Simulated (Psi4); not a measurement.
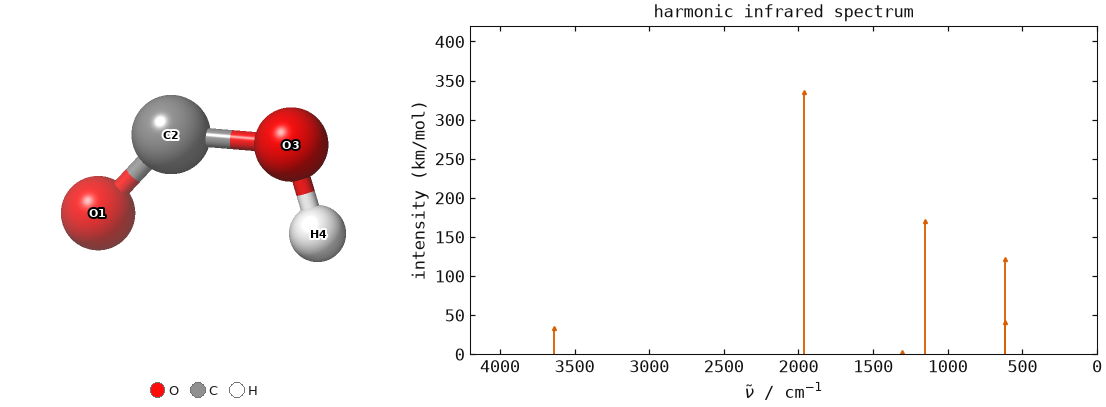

Infrared spectrum of CHO₂, SMILES O=[C]O, doublet. Unscaled harmonic wavenumbers and double-harmonic intensities, CAM-B3LYP/def2-SVP with Psi4 1.11, at a geometry relaxed at this level, isolated molecule.

Q: Which is the highest mode?

A: 3640.5 cm⁻¹ (33.8 km/mol).

Q: List the modes.

A:
```csv
cm⁻¹,km/mol
613.5,121.4
616.2,41.3
1149.9,170.5
1308.0,2.1
1960.5,335.4
3640.5,33.8
```

Note: double-zeta basis.
